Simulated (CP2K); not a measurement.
Consider nitronium at its PBE geometry (Å).

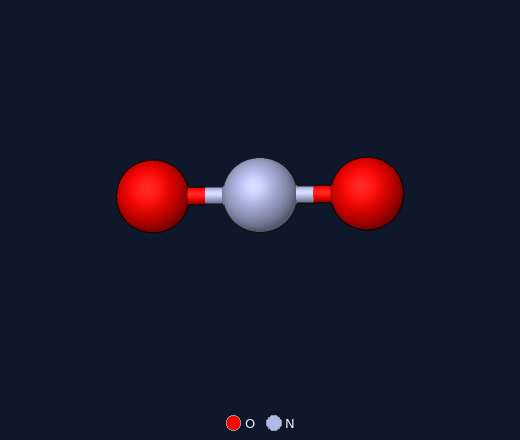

The molecule (oxygen red, nitrogen light blue).

```xyz
3

O     0.0000    0.0000   -1.1339
N     0.0000    0.0000    0.0000
O     0.0000    0.0000    1.1339
```

Method: CP2K XAS_TDP, all-electron GAPW, PBEh(45%), aug-cc-pVTZ, TDA, no relativity.

Q: Predict the bright core excitations at the O K edge.

Leading lines: O1 530.19 eV. The leading line of an atom is its first one with 35 % of the strongest within 2.5 eV of its lowest line over the strength cut. 

The first six lines of each atom with a strength over 0.0015:

```csv
atom,energy (eV),states,"strength, one atom"
"O1 (bonded to N), 2 alike",530.19,2,0.0858
,534.42,1,0.0477
,540.39,1,0.0135
,541.62,2,0.0093
,544.21,2,0.0053
,546.73,1,0.0052
```

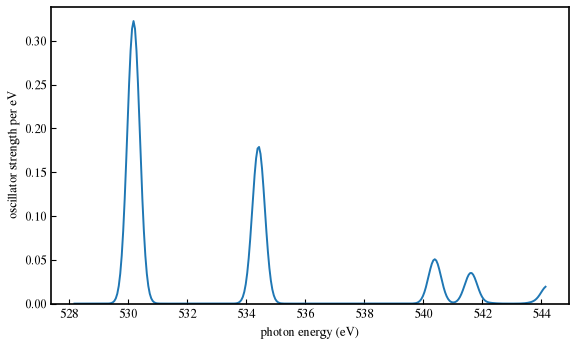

All atoms added, broadened by 0.5 eV.

Lines are vertical, at one geometry, with no vibrational structure. Without a correction of the core level, line positions, and the gaps between valence and Rydberg lines, follow the share of exact exchange. At this level such K lines come out 3 to 6 eV under measured ones. These values hold no scalar relativity, about 0.4 eV for O 1s. Rydberg lines, and the discretised continuum above threshold, depend on the basis and the box. The ion (charge +1) is isolated, with no counter-ion or solvent.

[Banner, clock and machine lines of the logs are left out without a mark of their own.]

[Logs are printed without paths, hosts, clocks, repeated set-up lines and the standing remarks that a program may print on its own settings, such as how far it seeks lower states.]

[Hosts, paths, dates, database ids (printed as entryN), source tags and the programs' standing remarks are cut or masked in the printed files.]
